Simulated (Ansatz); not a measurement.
System: C₂H₆Zn···H₂S.

Input file:

```
crystal:
  periodic: [false, false, false]
  atoms:
    - { symbol: Zn, position_ang: [0.58795, -1.305644, -0.031402] }
    - { symbol: H, position_ang: [0.13822, -2.585611, 0.698551] }
    - { symbol: C, position_ang: [1.128286, 0.352469, -0.918501] }
    - { symbol: C, position_ang: [0.764902, 1.608979, -0.113987] }
    - { symbol: H, position_ang: [-1.745809, -2.197888, 0.755529] }
    - { symbol: S, position_ang: [-2.918445, -1.522039, 0.568354] }
    - { symbol: H, position_ang: [0.615592, 0.370474, -1.904185] }
    - { symbol: H, position_ang: [2.216644, 0.321931, -1.14593] }
    - { symbol: H, position_ang: [-0.3191, 1.67528, 0.113837] }
    - { symbol: H, position_ang: [1.033734, 2.541536, -0.657837] }
    - { symbol: H, position_ang: [1.302892, 1.655138, 0.855177] }
    - { symbol: H, position_ang: [-2.804865, -0.914425, 1.780495] }
basis:
  gaussian: { orbitals: def2-SVP }
hamiltonian:
  xc: pbe
relax:
  f_tol: 0.03
  max_steps: 50
output:
  orbitals: {}
```

Launched as:

```sh
ansatz run input.yaml --threads 2 --pin off --max-ram 3072MiB --backend cpu --events-out ev --progress --plain --runs-dir out
```

The fields are those of the run's last geometry, not of the input's.

Computed with RKS PBE/def2-SVP (Ansatz).

Q: What can the converged electron density and electron localisation function tell about the bonding?

A: C–C (1.53 Å): ρ is about 1.6 e/Å³ halfway; the ELF peaks at about 0.95 between the atoms (localised, covalent bonding).
C–Zn (1.97 Å): the density is about 0.72 e/Å³ at the midpoint; the ELF peaks at about 0.90 in the valence shell of C, 0.7 Å from its nucleus, and is about 0.45 at the midpoint.
C–H (1.11 Å): the density is about 1.8 e/Å³ at the midpoint; the ELF climbs to about 1 towards the hydrogen, as it does in any bond to H: a covalent bond by its length.
Zn–H (1.57 Å): ρ at the midpoint is about 1 e/Å³; the ELF climbs to about 1 towards the hydrogen.

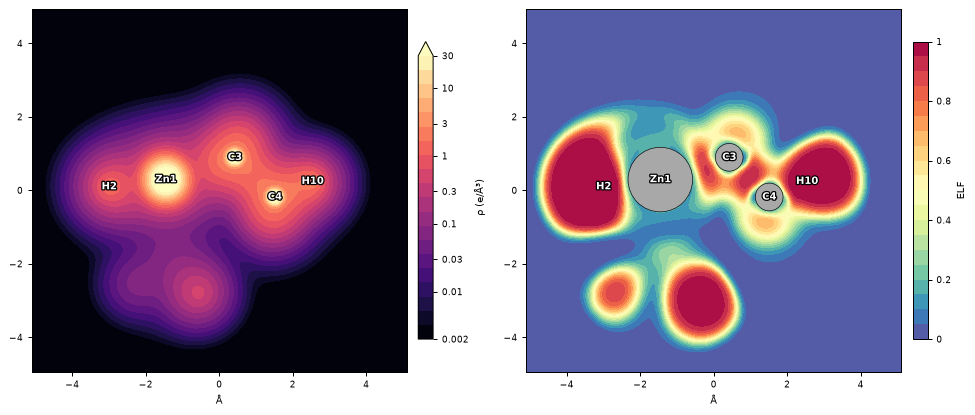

Computed electron density and electron localisation function on the plane of atoms Zn1, C3 and C4, in this order. Grey discs cover the atomic cores in the ELF map. 
